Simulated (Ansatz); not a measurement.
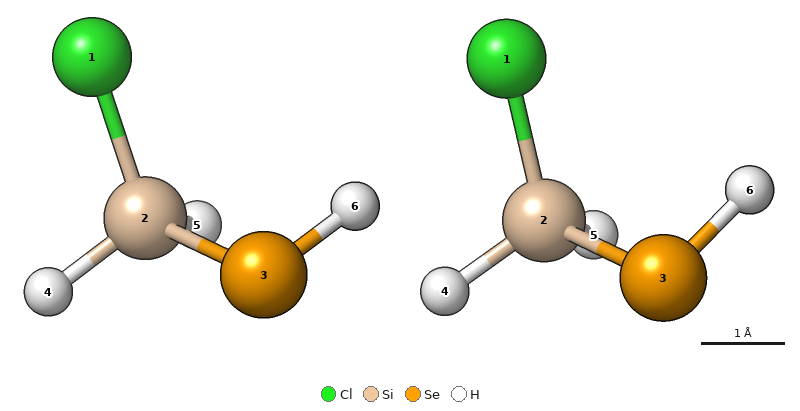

Two geometries of SiH3SeCl, drawn at one scale. One is the start of a relaxation, the other its converged end. The picture is a ball-and-stick view, seen at a tilt.

Theory: Ansatz 0.2.0, RKS PBE0/def2-mTZVP. Settings: no spin polarisation; force threshold 0.015 eV/Å; at most 40 steps.

Which geometry has the lower energy?

Answer. The left one is the relaxed one. The run prepares an end point of a later path (torsion) calculation, from a guessed geometry. The largest moves after the best rigid fit, 0.21 Å, are those of Cl1 and H6. Largest moves by element: H 0.21 Å, Cl 0.21 Å, Se 0.06 Å, Si 0.03 Å. Some distances before and after: Se3–H6 1.558 → 1.477 Å, Cl1–Si2 2.040 → 2.067 Å, Si2–Se3 2.257 → 2.268 Å. Bond angles that change, for instance: Cl1–Si2–Se3 108.6° → 113.9°, H4–Si2–H5 107.3° → 112.1°, Cl1–Si2–H5 110.8° → 106.5°. The energy falls by 10.9 kJ/mol in 6 geometry steps. The largest force component goes from 1.3 to 0.0024 eV/Å. Cost: 10 s on 2 threads of AMD EPYC 9R14 (Zen 4), with other jobs on the host, peak memory 0.21 GiB.
